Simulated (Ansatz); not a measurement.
BN3H7F: geometry relaxation (part 2 of 2)

BN3H7F; RHF/6-31G* (Ansatz 0.2.0). It belongs to a series of runs on one base structure; here: end point B relaxed.

Geometry of the input (Å):
```
B  -0.0721  0.6768  -0.4052
F  -0.0837  -0.4143  1.8908
N  1.2079  0.1452  -0.7316
H  1.2987  -0.7962  -1.0426
H  2.0238  0.4580  -0.2555
N  -1.2744  0.0829  -0.8722
H  -1.3012  -0.8640  -1.1772
H  -2.1687  0.4126  -0.5874
N  -0.1406  1.9872  0.3316
H  -0.9894  2.5048  0.2267
H  0.6400  2.5949  0.1898
H  -0.1084  0.4947  2.0109
```

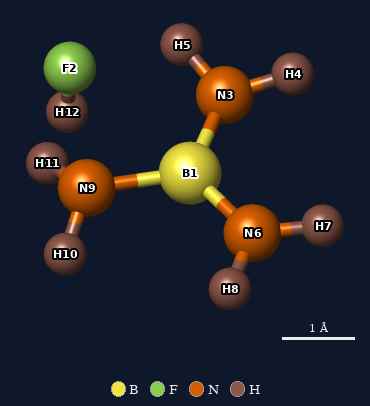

Fig. 1: The geometry at step 7 of the log (ball-and-stick view, seen at a tilt; atoms are numbered from 1 in the order of the input).

### Trajectory as extended XYZ (Å, eV, eV/Å), 12 frames, from step=1 to step=12
```
12
Properties=species:S:1:pos:R:3:forces:R:3 step=1 energy=-7936.06744
B    -0.0721    0.6768   -0.4052   -0.0243   1.3872   0.0539
F    -0.0837   -0.4143    1.8908   -0.0254  -0.2116   0.6292
N     1.2079    0.1452   -0.7316   -0.0331   0.0484  -0.0657
H     1.2987   -0.7962   -1.0426    0.0153   0.0040   0.0064
H     2.0238    0.4580   -0.2555    0.0082  -0.0180   0.0257
N    -1.2744    0.0829   -0.8722   -0.0309  -0.0119  -0.0266
H    -1.3012   -0.8640   -1.1772   -0.0045  -0.0004   0.0083
H    -2.1687    0.4126   -0.5874    0.0078  -0.0131   0.0245
N    -0.1406    1.9872    0.3316    0.0615  -1.3714  -0.4000
H    -0.9894    2.5048    0.2267    0.0406   0.0014  -0.0133
H     0.6400    2.5949    0.1898   -0.0152   0.0128   0.0431
H    -0.1084    0.4947    2.0109   -0.0001   0.1726  -0.2856
12
Properties=species:S:1:pos:R:3:forces:R:3 step=2 energy=-7936.18860
B    -0.0694    0.7090   -0.4680   -0.0396   0.3710   0.3360
F    -0.0945   -0.4257    2.0850   -0.0388   2.4218  -0.1319
N     1.2113    0.1596   -0.7629   -0.0598   0.0582  -0.0742
H     1.2961   -0.7884   -1.0559    0.0014   0.0211  -0.0401
H     2.0173    0.4593   -0.2602   -0.0195   0.0053  -0.0129
N    -1.2759    0.0938   -0.8990    0.0430   0.0583  -0.0698
H    -1.2979   -0.8595   -1.1845    0.0134   0.0219  -0.0305
H    -2.1659    0.4105   -0.5856    0.0237  -0.0007   0.0053
N    -0.1387    1.9517    0.3346    0.0505  -0.6571  -0.3924
H    -0.9836    2.4790    0.2432    0.0082  -0.0087   0.0685
H     0.6407    2.5692    0.2234   -0.0064  -0.0181   0.1243
H    -0.1079    0.5241    1.9077    0.0239  -2.2730   0.2179
12
Properties=species:S:1:pos:R:3:forces:R:3 step=3 energy=-7936.26399
B    -0.0697    0.7008   -0.4751   -0.0048   0.2181  -0.0186
F    -0.1006   -0.3327    2.2562   -0.0277   2.0745  -1.0011
N     1.2110    0.1652   -0.7884   -0.0514  -0.0454   0.0345
H     1.2983   -0.7772   -1.0977    0.0164   0.0161  -0.0666
H     2.0152    0.4565   -0.2781    0.0093   0.0089  -0.0215
N    -1.2749    0.0985   -0.9232    0.0237  -0.0268   0.0255
H    -1.2965   -0.8503   -1.2229    0.0011   0.0105  -0.0617
H    -2.1628    0.4058   -0.5951    0.0011   0.0000  -0.0017
N    -0.1389    1.9130    0.3495    0.0264  -0.3367  -0.2368
H    -0.9812    2.4472    0.2727    0.0135  -0.0409   0.1061
H     0.6443    2.5315    0.2702   -0.0205  -0.0657   0.1483
H    -0.1126    0.5242    1.8099    0.0128  -1.8126   1.0935
12
Properties=species:S:1:pos:R:3:forces:R:3 step=4 energy=-7936.36446
B    -0.0687    0.6797   -0.4955    0.0084   0.1422   0.0990
F    -0.1053   -0.1800    2.3762   -0.0229   0.7768  -0.4567
N     1.2123    0.1584   -0.8302   -0.0458  -0.0932   0.0286
H     1.3024   -0.7692   -1.1839    0.0148   0.0724  -0.0478
H     2.0176    0.4320   -0.3116   -0.0001   0.0018  -0.0264
N    -1.2735    0.0924   -0.9636    0.0117  -0.0756   0.0163
H    -1.2934   -0.8419   -1.3089   -0.0023   0.0718  -0.0448
H    -2.1613    0.3829   -0.6194    0.0105  -0.0085  -0.0089
N    -0.1392    1.8544    0.3807    0.0212  -0.1833  -0.2144
H    -0.9805    2.3936    0.3312    0.0232  -0.0340   0.0649
H     0.6469    2.4733    0.3424   -0.0388  -0.0636   0.1006
H    -0.1256    0.6071    1.8605    0.0199  -0.6068   0.4896
12
Properties=species:S:1:pos:R:3:forces:R:3 step=5 energy=-7936.40157
B    -0.0691    0.6357   -0.4760    0.0177   0.2086  -0.3693
F    -0.1250   -0.0181    2.4920    0.0019   0.2101  -0.0773
N     1.2090    0.1429   -0.8569   -0.0207  -0.0573   0.1123
H     1.3096   -0.7367   -1.3103   -0.0086  -0.0313  -0.0199
H     2.0245    0.3900   -0.3437    0.0565   0.0302  -0.0068
N    -1.2707    0.0778   -0.9858    0.0136  -0.0420   0.0995
H    -1.2864   -0.8076   -1.4384   -0.0001  -0.0216  -0.0103
H    -2.1595    0.3303   -0.6183   -0.0484   0.0097  -0.0110
N    -0.1407    1.7975    0.4056    0.0032  -0.0767   0.1629
H    -0.9752    2.3453    0.3716   -0.0431  -0.0265  -0.0016
H     0.6516    2.4059    0.4165    0.0389  -0.0287  -0.0008
H    -0.1363    0.7197    1.9217   -0.0109  -0.1745   0.1222
12
Properties=species:S:1:pos:R:3:forces:R:3 step=6 energy=-7936.41188
B    -0.0715    0.6300   -0.5061    0.0298  -0.1362   0.1024
F    -0.1045    0.1266    2.6286    0.0038  -0.1363   0.2123
N     1.2047    0.1286   -0.8748   -0.0558   0.0032  -0.0196
H     1.3012   -0.7321   -1.3638    0.0412  -0.0010  -0.0380
H     2.0350    0.3873   -0.3917   -0.0042  -0.0045   0.0130
N    -1.2705    0.0803   -1.0287    0.0305   0.0088   0.0098
H    -1.2774   -0.7917   -1.5061   -0.0326  -0.0175  -0.0555
H    -2.1679    0.3338   -0.6828   -0.0047  -0.0024   0.0111
N    -0.1471    1.7279    0.4577   -0.0021   0.0724  -0.2533
H    -0.9790    2.2779    0.4157   -0.0860   0.0751   0.0508
H     0.6431    2.3376    0.4639    0.0842   0.0899   0.0698
H    -0.1342    0.7763    1.9661   -0.0040   0.0485  -0.1029
12
Properties=species:S:1:pos:R:3:forces:R:3 step=7 energy=-7936.39953 accepted=F
B    -0.0731    0.6204   -0.4895    0.0101  -0.2680   0.1697
F    -0.0899    0.1177    2.6141   -0.0027  -0.0381   0.1197
N     1.2013    0.1161   -0.8582   -0.0332   0.0727  -0.1193
H     1.3058   -0.7465   -1.3422    0.0178  -0.0087   0.0094
H     2.0389    0.4094   -0.4106    0.0304  -0.0041   0.0242
N    -1.2724    0.0126   -0.9358    0.5107   0.3813   0.0649
H    -1.2839   -0.7537   -1.5541   -0.0553  -0.4154  -0.2809
H    -2.1668    0.3629   -0.7190   -0.4734   0.1172   0.1070
N    -0.1477    1.7411    0.4452    0.0081   0.1234  -0.1665
H    -0.9840    2.2860    0.4175   -0.0465   0.0449   0.0313
H     0.6428    2.3523    0.4630    0.0164   0.0182   0.0323
H    -0.1394    0.7644    1.9476    0.0177  -0.0233   0.0084
12
Properties=species:S:1:pos:R:3:forces:R:3 step=8 energy=-7936.42087
B    -0.0712    0.6205   -0.5032   -0.0120  -0.0097   0.0209
F    -0.1013    0.1441    2.6807   -0.0069   0.0270  -0.0094
N     1.2047    0.1233   -0.8785   -0.0053  -0.0576  -0.0400
H     1.3078   -0.7307   -1.3805    0.0087   0.0518   0.0269
H     2.0364    0.3864   -0.4001   -0.0001   0.0030   0.0001
N    -1.2711    0.0605   -1.0114    0.1282  -0.0041  -0.0434
H    -1.2827   -0.7793   -1.5447   -0.0341   0.0125   0.0171
H    -2.1705    0.3337   -0.6921   -0.0839   0.0015   0.0197
N    -0.1468    1.7343    0.4427    0.0048   0.0382  -0.0908
H    -0.9818    2.2842    0.4128    0.0205  -0.0089   0.0240
H     0.6468    2.3433    0.4660   -0.0302  -0.0201   0.0278
H    -0.1387    0.7624    1.9863    0.0103  -0.0335   0.0472
12
Properties=species:S:1:pos:R:3:forces:R:3 step=9 energy=-7936.42247
B    -0.0710    0.6185   -0.5103    0.0074  -0.0176  -0.0114
F    -0.1079    0.1596    2.7101   -0.0015   0.0025   0.0188
N     1.2052    0.1183   -0.8814   -0.0146   0.0126   0.0029
H     1.3140   -0.7265   -1.3947    0.0029  -0.0063  -0.0041
H     2.0379    0.3888   -0.4090   -0.0005  -0.0013  -0.0034
N    -1.2715    0.0654   -1.0269    0.0098   0.0153   0.0090
H    -1.2878   -0.7816   -1.5476   -0.0013  -0.0065  -0.0020
H    -2.1704    0.3303   -0.6937    0.0008  -0.0016  -0.0029
N    -0.1463    1.7301    0.4355   -0.0043   0.0006   0.0004
H    -0.9809    2.2798    0.4168    0.0019   0.0010   0.0033
H     0.6481    2.3357    0.4737   -0.0001   0.0025   0.0062
H    -0.1378    0.7641    2.0055   -0.0004  -0.0011  -0.0167
12
Properties=species:S:1:pos:R:3:forces:R:3 step=10 energy=-7936.42275
B    -0.0704    0.6138   -0.5144    0.0051  -0.0041  -0.0095
F    -0.1117    0.1949    2.7517   -0.0057   0.0528  -0.0807
N     1.2050    0.1145   -0.8874    0.0020   0.0161   0.0053
H     1.3163   -0.7227   -1.4123   -0.0007  -0.0097  -0.0060
H     2.0408    0.3903   -0.4235   -0.0051  -0.0038  -0.0027
N    -1.2709    0.0641   -1.0338    0.0055   0.0275   0.0167
H    -1.2889   -0.7778   -1.5616    0.0049  -0.0328  -0.0207
H    -2.1701    0.3301   -0.7031   -0.0099   0.0053   0.0056
N    -0.1459    1.7194    0.4383   -0.0018  -0.0253   0.0055
H    -0.9803    2.2692    0.4245   -0.0044   0.0049   0.0011
H     0.6487    2.3238    0.4842    0.0054   0.0060   0.0057
H    -0.1410    0.7630    2.0153    0.0048  -0.0369   0.0797
12
Properties=species:S:1:pos:R:3:forces:R:3 step=11 energy=-7936.42297
B    -0.0695    0.6132   -0.5151    0.0007   0.0021   0.0001
F    -0.1187    0.1973    2.7517   -0.0018   0.0324  -0.0373
N     1.2055    0.1155   -0.8911    0.0053   0.0001  -0.0023
H     1.3159   -0.7209   -1.4182   -0.0019   0.0022   0.0019
H     2.0413    0.3884   -0.4257   -0.0009  -0.0009  -0.0020
N    -1.2703    0.0645   -1.0351    0.0014   0.0009   0.0021
H    -1.2878   -0.7787   -1.5619    0.0032  -0.0052  -0.0046
H    -2.1689    0.3268   -0.6995   -0.0073   0.0039   0.0034
N    -0.1447    1.7171    0.4399    0.0035  -0.0055   0.0061
H    -0.9789    2.2675    0.4264    0.0026  -0.0001  -0.0017
H     0.6502    2.3215    0.4867   -0.0039  -0.0002  -0.0009
H    -0.1422    0.7705    2.0198   -0.0007  -0.0298   0.0353
12
Properties=species:S:1:pos:R:3:forces:R:3 step=12 energy=-7936.42304
B    -0.0682    0.6125   -0.5154    0.0037  -0.0035   0.0006
F    -0.1273    0.2022    2.7574   -0.0015   0.0007   0.0019
N     1.2066    0.1169   -0.8960   -0.0109   0.0018   0.0001
H     1.3154   -0.7204   -1.4218    0.0024  -0.0005  -0.0016
H     2.0436    0.3905   -0.4334    0.0018   0.0000   0.0011
N    -1.2697    0.0626   -1.0325    0.0035   0.0014   0.0002
H    -1.2871   -0.7782   -1.5634   -0.0013   0.0012  -0.0006
H    -2.1683    0.3252   -0.6969    0.0010  -0.0021   0.0011
N    -0.1426    1.7148    0.4416    0.0007   0.0023  -0.0025
H    -0.9762    2.2662    0.4270   -0.0001  -0.0006   0.0006
H     0.6523    2.3192    0.4881   -0.0002  -0.0012   0.0017
H    -0.1470    0.7712    2.0232    0.0009   0.0005  -0.0026
```

### Summary

- outcome: converged
- total energy: −7936.4230 eV
- mean-field energy: −7936.4230 eV
- largest force (length of the vector) at the end: 0.011 eV/Å
- hardware: 1 thread of Arm Neoverse V2, 24 GiB of memory available, shared host
- wall time: 22 s
- peak memory: 0.17 GiB
